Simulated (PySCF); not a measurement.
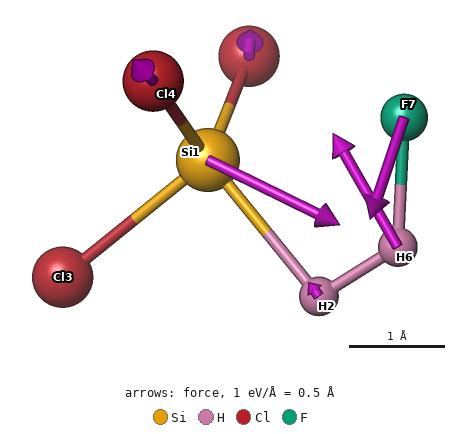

Starting geometry of SiH2Cl3F (coarse preliminary run) with the computed forces as purple arrows. A ball-and-stick model, seen at a tilt.

The reaction that was planned forms Si1–F7, H2–H6 and breaks Si1–H2, H6–F7 (atoms numbered from 1 in input order).

These are results of PySCF 2.14.0, RKS PBE0-D4/def2-SVP, partitioned rational-function steps on a Bofill-updated Hessian, not measurements. 

Question: What follows when this structure is relaxed?

Answer: It isn't relaxed: the largest force vector, on the Si atom, is 3.21 eV/Å. The final displacements follow the starting forces only in part (cosine between the two patterns 0.73). The largest move after the best rigid fit is that of an H atom, 0.27 Å. Largest moves by element: H 0.27 Å, Si 0.22 Å, Cl 0.20 Å, F 0.14 Å. Near-neighbour distances that change, for instance: H–Si 2.267 → 1.789 Å, F–Si 2.217 → 1.878 Å, H–Si 1.867 → 1.677 Å, F–H 1.370 → 1.198 Å. Bond angles that change, for instance: Cl–Si–Cl 105.8° → 101.6°, Cl–Si–Cl 121.8° → 118.2°. The energy falls by 23.6 kcal/mol in 6 geometry steps.
